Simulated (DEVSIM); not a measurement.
Structure: abrupt Ge p-n junction, at 300 K.

```
layer (left to right)  material  thickness (μm)  Nd (cm⁻³)  Na (cm⁻³)  τn (s)  τp (s)
---------------------  --------  --------------  ---------  ---------  ------  ------
1                            Ge            87.0          -     2.1e15  4.2e-6  4.2e-6
2                            Ge             170       5e17          -  4.2e-6  4.2e-6
```

Left contact: ohmic. Right contact: ohmic. Voltage is applied to the left contact. Recombination: SRH at mid-gap, radiative, Auger. Mobility is μmin + (μ − μmin)/(1 + (N/Nref)^α).

Constants are typed, rounded textbook-type inputs, not results; the design itself was drawn at random and stands for no fabricated device. Values at 300 K.

| parameter | Ge |
|---|---|
| gap (eV) | 0.664 |
| affinity (eV) | 4 |
| permittivity | 16 |
| Nc (cm⁻³) | 1.04e19 |
| Nv (cm⁻³) | 6e18 |
| μn (cm²/Vs) | 3900 |
| μp (cm²/Vs) | 1900 |
| μn,min | 150 |
| μp,min | 100 |
| Nref,n | 2.6e17 |
| Nref,p | 4e17 |
| αn | 0.56 |
| αp | 0.6 |
| B (cm³/s) | 6.4e-14 |
| Cn (cm⁶/s) | 1e-31 |
| Cp (cm⁶/s) | 1e-31 |

DEVSIM, 1D drift-diffusion, Boltzmann statistics, complete ionisation; no tunnelling, impact ionisation, image-force lowering or self-heating.

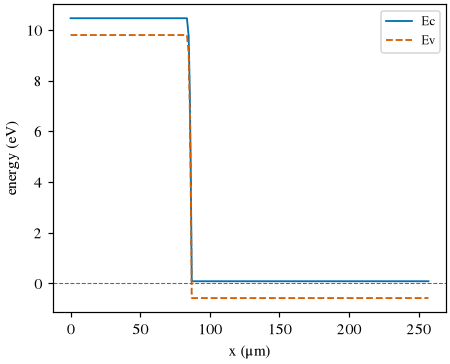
Figure: Band edges at -10.0 V on the left contact

Energies count from the Fermi level of the right contact; mesh points crowd at the junctions.

| x (μm) | Ec (eV) | Ev (eV) | n (cm⁻³) | p (cm⁻³) | field (V/cm) |
|---|---|---|---|---|---|
| 0.000 | 10.458 | 9.794 | 2.1e11 | 2.1e15 | ≈ 0 |
| 0.06828 | 10.458 | 9.794 | 2.1e11 | 2.1e15 | ≈ 0 |
| 0.3455 | 10.458 | 9.794 | 2.1e11 | 2.1e15 | ≈ 0 |
| 1.396 | 10.458 | 9.794 | 2.0e11 | 2.1e15 | ≈ 0 |
| 8.882 | 10.458 | 9.794 | 1.9e11 | 2.1e15 | ≈ 0 |
| 35.63 | 10.458 | 9.794 | 1.2e11 | 2.1e15 | ≈ 0 |
| 73.14 | 10.458 | 9.794 | 2.8e10 | 2.1e15 | ≈ 0 |
| 84.81 | 9.760 | 9.096 | 3.8e7 | 1.8e7 | -18000 |
| 86.45 | 3.643 | 2.979 | 1.4e7 | 1300000 | -57000 |
| 86.88 | 0.966 | 0.302 | 1.3e7 | 220000 | -67000 |
| 86.99 | 0.239 | -0.425 | 1.0e15 | 21000 | -70000 |
| 87.07 | 0.078 | -0.586 | 5.0e17 | 610000 | ≈ 0 |
| 87.35 | 0.078 | -0.586 | 5.0e17 | 3400000 | ≈ 0 |
| 88.46 | 0.078 | -0.586 | 5.0e17 | 1.4e7 | ≈ 0 |
| 95.89 | 0.078 | -0.586 | 5.0e17 | 8.6e7 | ≈ 0 |
| 122.7 | 0.078 | -0.586 | 5.0e17 | 3.0e8 | ≈ 0 |
| 202.8 | 0.078 | -0.586 | 5.0e17 | 7.0e8 | ≈ 0 |
| 243.5 | 0.078 | -0.586 | 5.0e17 | 8.3e8 | ≈ 0 |
| 254.8 | 0.078 | -0.586 | 5.0e17 | 8.7e8 | ≈ 0 |
| 256.5 | 0.078 | -0.586 | 5.0e17 | 8.7e8 | ≈ 0 |
| 256.9 | 0.078 | -0.586 | 5.0e17 | 8.7e8 | ≈ 0 |
| 257.0 | 0.078 | -0.586 | 5.0e17 | 8.7e8 | ≈ 0 |
